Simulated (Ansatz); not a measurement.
## Electronic structure of AlBH6O3 in real space

The calculation's input:

```
crystal:
  periodic: [false, false, false]
  atoms:
    - { symbol: B, position_ang: [-0.059243, -0.10135, -0.11319] }
    - { symbol: H, position_ang: [-0.344097, -0.99058, 0.632527] }
    - { symbol: O, position_ang: [1.179614, 0.528131, 0.003871] }
    - { symbol: H, position_ang: [1.826234, -0.007373, 0.451689] }
    - { symbol: O, position_ang: [-0.881077, 0.328836, -1.078775] }
    - { symbol: H, position_ang: [-1.769229, -0.017831, -1.018924] }
    - { symbol: O, position_ang: [-0.592896, 1.088231, 2.141531] }
    - { symbol: Al, position_ang: [0.883648, 1.89028, 1.734807] }
    - { symbol: H, position_ang: [2.220433, 1.332076, 2.384392] }
    - { symbol: H, position_ang: [0.744099, 3.405624, 1.317267] }
    - { symbol: H, position_ang: [-0.615885, 0.111656, 2.135806] }
basis:
  gaussian: { orbitals: "6-31G*" }
hamiltonian:
  xc: hf
relax:
  f_tol: 0.03
  max_steps: 50
output:
  orbitals: {}
```

Command:

```sh
ansatz run input.yaml --threads 1 --pin off --max-ram 2048MiB --backend cpu --events-out ev --progress --plain --runs-dir out
```

The fields are those of the run's last geometry, not of the input's.

These are results of RHF/6-31G* (Ansatz 0.2.0), not measurements.

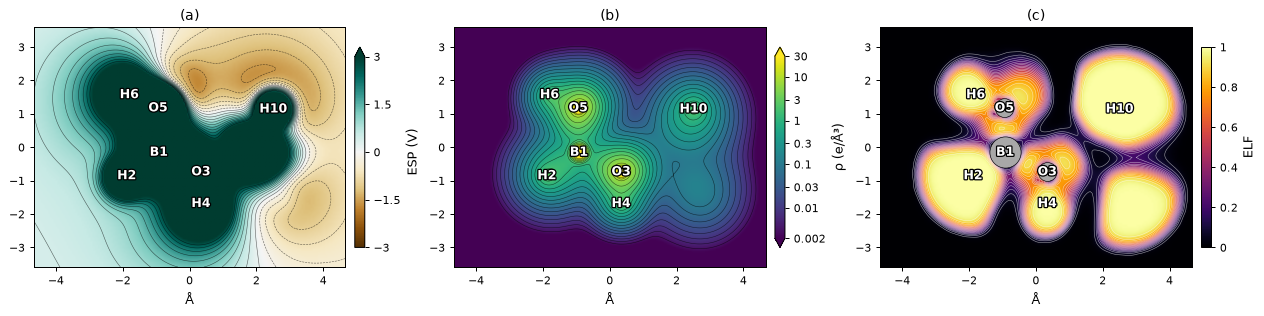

Figure 1. (a) molecular electrostatic potential; (b) total electron density; (c) ELF on the plane of atoms H2, B1 and O3. Grey discs cover the atomic cores in the ELF map.

**Interpret the plot.**

The section cuts through B, H and O sites. B–O (1.33 Å): ρ at the midpoint is about 2.3 e/Å³; the ELF peaks at about 0.90 between the atoms; a short, strongly polar bond. O–H (0.95 Å): ρ at the midpoint is about 3.8 e/Å³; the ELF climbs to about 1 towards the hydrogen, as it does in any bond to H; an ordinary covalent bond to hydrogen. B–O (1.39 Å): ρ is about 2 e/Å³ halfway; the ELF peaks at about 0.90 between the atoms: a shared but strongly polarised pair. B–H (1.19 Å): ρ at the midpoint is about 1.3 e/Å³; the ELF climbs to about 1 towards the hydrogen: an ordinary covalent bond to hydrogen. The ELF also peaks beside O5, away from the bonds: lone-pair regions. Outside the dense part of the molecule the potential is most negative (−1.7 V) near O5.

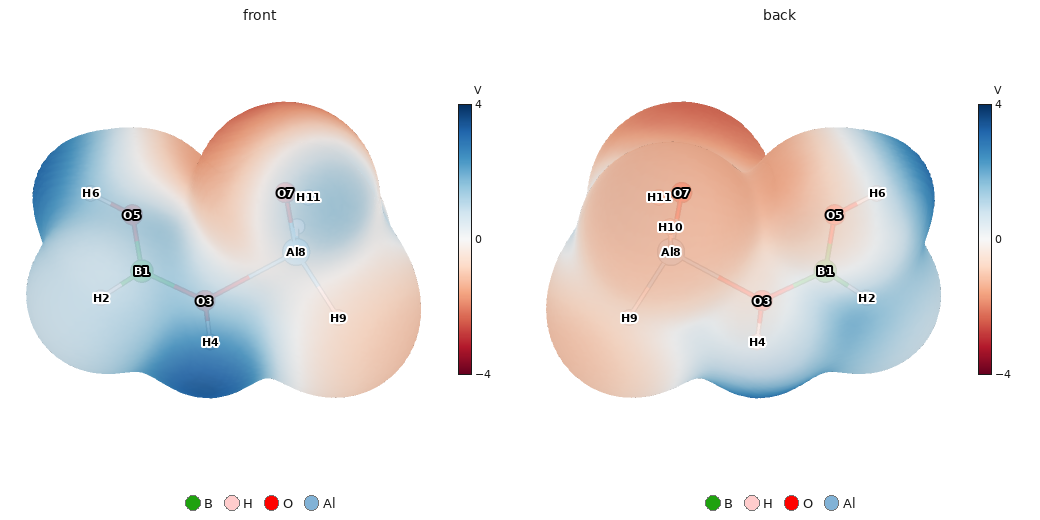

Figure 2. The electrostatic potential painted on the density surface at 0.001 e/bohr³, seen from the front and from behind; the colour scale runs from red (negative) to blue (positive).

**Where is the surface potential most negative and most positive?**

The most negative region (about −2.3 V) lies over O7, the most positive (about +3.3 V) over H4. O7 is the likeliest acceptor of a hydrogen bond.

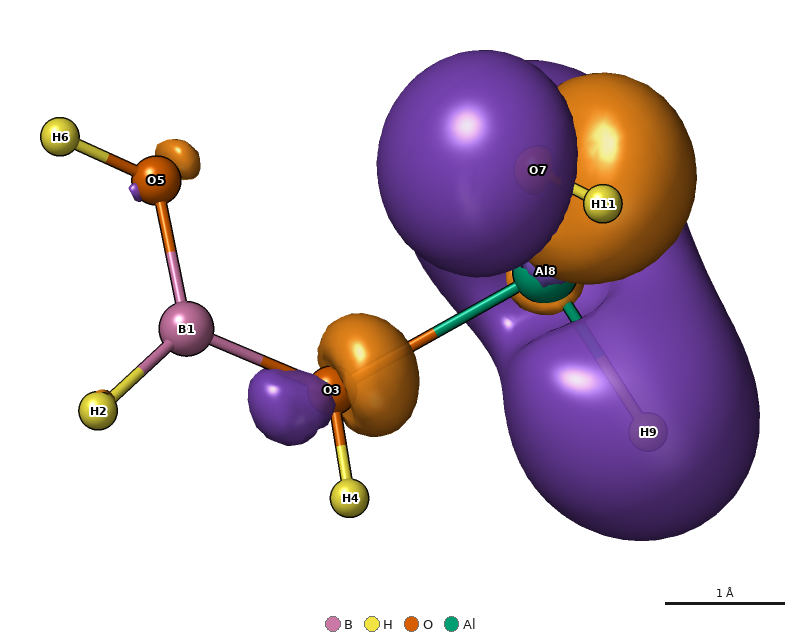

Figure 3. The HOMO−1 at ±0.1 Å⁻³ᐟ² (orange and purple are the two phases), seen at a tilt.

**Where does this orbital lie, and at what energy?**

It lies mainly on O7 (about 40 %), Al8 (about 25 %), H10 (about 15 %) and H9 (about 15 %). Its energy is −11.84 eV.
